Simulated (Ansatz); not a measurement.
**CH5AlN: one change and its effect**

System: CH5AlN, charge +1.
Method of the first run: RHF-CCSD(T), frozen core/def2-TZVPP (Ansatz 0.2.0).

The geometry: displaced from a GFN2-xTB structure. Text and figures count atoms from 1; the logs count them from 0 in places.

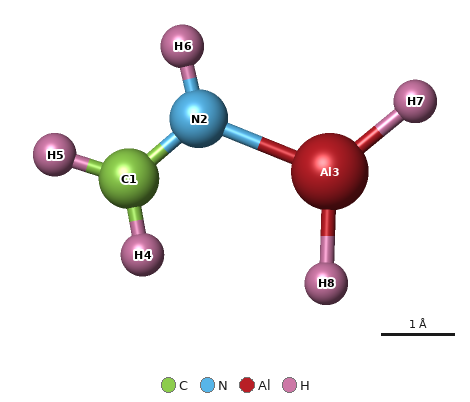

The structure (ball-and-stick view, seen on its broad side; atoms are numbered from 1 in the order of the input). Sticks mark near contacts. Bond lengths as drawn: Al–H 1.53 to 1.54 Å, Al–N 1.95 Å, C–H 1.07 to 1.08 Å, C–N 1.27 Å and H–N 1.02 Å.

### Input file, the first run
```yaml
crystal:
  periodic: [false, false, false]
  atoms:
    - {symbol: C, position_ang: [-1.012400, 0.724300, -0.375700]}
    - {symbol: N, position_ang: [0.211700, 0.668800, -0.044600]}
    - {symbol: Al, position_ang: [0.945200, -1.085500, 0.396900]}
    - {symbol: H, position_ang: [-1.607400, -0.160000, -0.392700]}
    - {symbol: H, position_ang: [-1.489500, 1.658300, -0.618100]}
    - {symbol: H, position_ang: [0.736900, 1.546200, -0.017500]}
    - {symbol: H, position_ang: [2.421100, -1.185500, 0.768100]}
    - {symbol: H, position_ang: [-0.144700, -2.165500, 0.269400]}
basis:
  gaussian: {orbitals: def2-TZVPP}
total_charge: 1
correlation: {method: ccsd_t}
output: {forces: true}
```

Hardware: 4 CPU threads, shared host.

### Output (the first run)
```
Functional definition: HF
  exchange = exact_x
  correlation = 0
1012 factors; integrals over basis functions are off by at most 1.5e-3 eV
mean field evaluation 1: about -9165.2469 eV, gradient 4.4e1 eV
mean field evaluation 2: about -9165.2500 eV, gradient 4.4e1 eV
mean field evaluation 4: about -9169.2564 eV, gradient 3.7e0 eV
mean field evaluation 8: about -9169.2973 eV, gradient 5.1e-5 eV
mean field evaluation 16: about -9169.2948 eV, gradient 1.0e-1 eV
mean field -9169.29725709 eV, -336.9654590250 hartree, gradient 2.3e-6 eV, S^2 0.000000; 0 other end points of the search recorded, 0 dependent functions left out
7 core orbitals not correlated: weight in the atoms' cores, before any rotation towards them, 1.000 or more for the frozen orbitals, at most 0.000 for the correlated occupied ones
reference -9169.29725709 eV, -336.9654590250 hartree; 8, 8 occupied and 159, 159 virtual orbitals, 1012 factors
second order -11.65716326 eV of doubles, -0.00000000 eV of singles
cycle   1  -12.12977165 eV  change   -4.7e-1 eV  update   8.0e-2
cycle   2  -12.50743837 eV  change   -3.8e-1 eV  update   2.6e-2
cycle   3  -12.58048235 eV  change   -7.3e-2 eV  update   1.3e-2
cycle   4  -12.57177667 eV  change    8.7e-3 eV  update   4.1e-3
cycle   5  -12.57387051 eV  change   -2.1e-3 eV  update   1.7e-3
cycle   6  -12.57375001 eV  change    1.2e-4 eV  update   4.2e-4
cycle   7  -12.57364261 eV  change    1.1e-4 eV  update   1.1e-4
cycle   8  -12.57365432 eV  change   -1.2e-5 eV  update   3.8e-5
cycle   9  -12.57365379 eV  change    5.3e-7 eV  update   1.1e-5
cycle  10  -12.57364652 eV  change    7.3e-6 eV  update   3.3e-6
perturbative correction -0.46285487 eV, -0.0170096027 hartree
the calculation of the forces begins
Total energy: -9182.33375847 eV, -337.4445416144 hartree
Atom 0 at    -1.012400     0.724300    -0.375700 Å, force    -0.722224     0.944959    -0.174046 eV/Å
Atom 1 at     0.211700     0.668800    -0.044600 Å, force     1.181672    -0.559829     0.415602 eV/Å
Atom 2 at     0.945200    -1.085500     0.396900 Å, force     0.131000    -0.162014     0.019931 eV/Å
Atom 3 at    -1.607400    -0.160000    -0.392700 Å, force    -0.303004    -0.696324    -0.050308 eV/Å
Atom 4 at    -1.489500     1.658300    -0.618100 Å, force    -0.121478     0.331835    -0.123233 eV/Å
Atom 5 at     0.736900     1.546200    -0.017500 Å, force    -0.241715    -0.106305    -0.096380 eV/Å
Atom 6 at     2.421100    -1.185500     0.768100 Å, force     0.462556     0.235816     0.095415 eV/Å
Atom 7 at    -0.144700    -2.165500     0.269400 Å, force    -0.386808     0.011862    -0.086980 eV/Å
Dipole moment:    -0.245267     0.480725    -0.117883 e Å
```

The input of the second run differs as follows (lines with − go, lines with + come):
```diff
-correlation: {method: ccsd_t}
+hamiltonian: {xc: {name: wB97M-V}}
```

How does the second run compare with the first run?

The total energies belong to different methods, so their difference says nothing on which is more stable or more accurate. The largest force goes from 1.372 to 0.868 eV/Å.

### Output (the second run)
```
Functional definition: wB97M-V
  parameter omega = 0.3/bohr
  parameter cx = 0.15
  parameter cx01 = 1.007
  parameter cx10 = 0.259
  parameter css00 = 0.443
  parameter css04 = -1.437
  parameter css10 = -4.535
  parameter css20 = -3.390
  parameter css43 = 4.278
  parameter cos00 = 1.000
  parameter cos10 = 1.358
  parameter cos20 = 2.924
  parameter cos21 = -8.812
  parameter cos60 = -1.390
  parameter cos61 = 9.142
  parameter b = 6.0
  parameter c = 0.01
  gx(w, u) = 1 - cx + cx01*u + cx10*w
  gss(w, u) = css00 + css04*u^4 + css10*w + css20*w^2 + css43*w^4*u^3
  gos(w, u) = cos00 + cos10*w + (cos20 + cos21*u)*w^2 + (cos60 + cos61*u)*w^6
  exchange = spin_sum(e_x_unif_sr(omega)*gx(b97_w, b97_u_x)) + cx*exact_x_sr(omega) + exact_x_lr(omega)
  correlation = spin_sum(e_c_pw_mod_same_spin*gss(b97_w, b97_u_same))
      + integral(e_c_pw_mod_opposite_spin*gos(b97_w_opposite, b97_u_opposite)) + vv10(b, c)
902 factors; their error is unknown
237 factors; integrals over basis functions are off by at most 1.2e-5 eV
mean field evaluation 1: about -9190.7529 eV, gradient 6.1e1 eV
mean field evaluation 2: about -9191.3702 eV, gradient 5.7e1 eV
mean field evaluation 4: about -9197.7024 eV, gradient 2.4e0 eV
mean field evaluation 8: about -9197.7211 eV, gradient 4.4e-2 eV
mean field evaluation 16: about -9197.7195 eV, gradient 4.3e-5 eV
mean field -9197.71950980 eV, -338.0099575470 hartree, gradient 4.4e-5 eV, S^2 0.000000; 0 other end points of the search recorded, 0 dependent functions left out
the calculation of the forces begins
reference -9197.71956134 eV, -338.0099594409 hartree; 15, 15 occupied and 159, 159 virtual orbitals, 902 factors
Total energy: -9197.71956134 eV, -338.0099594409 hartree
Atom 0 at    -1.012400     0.724300    -0.375700 Å, force    -0.036600     0.866735     0.021601 eV/Å
Atom 1 at     0.211700     0.668800    -0.044600 Å, force     0.506558    -0.513441     0.229029 eV/Å
Atom 2 at     0.945200    -1.085500     0.396900 Å, force     0.148375    -0.180994     0.026271 eV/Å
Atom 3 at    -1.607400    -0.160000    -0.392700 Å, force    -0.298246    -0.671628    -0.053493 eV/Å
Atom 4 at    -1.489500     1.658300    -0.618100 Å, force    -0.105549     0.308108    -0.117143 eV/Å
Atom 5 at     0.736900     1.546200    -0.017500 Å, force    -0.238814    -0.155630    -0.088497 eV/Å
Atom 6 at     2.421100    -1.185500     0.768100 Å, force     0.335419     0.246422     0.062798 eV/Å
Atom 7 at    -0.144700    -2.165500     0.269400 Å, force    -0.311144     0.100428    -0.080566 eV/Å
Dipole moment:    -0.261811     0.480565    -0.122438 e Å
```

### The two runs side by side

| quantity | the first run | the second run |
| --- | --- | --- |
| outcome | converged | converged |
| total energy (hartree) | −337.444542 | −338.009959 |
| largest force (eV/Å) | 1.372 | 0.868 |
| basis functions | 174 | 174 |
| wall time (shared host) | 37 s | 2.7 s |
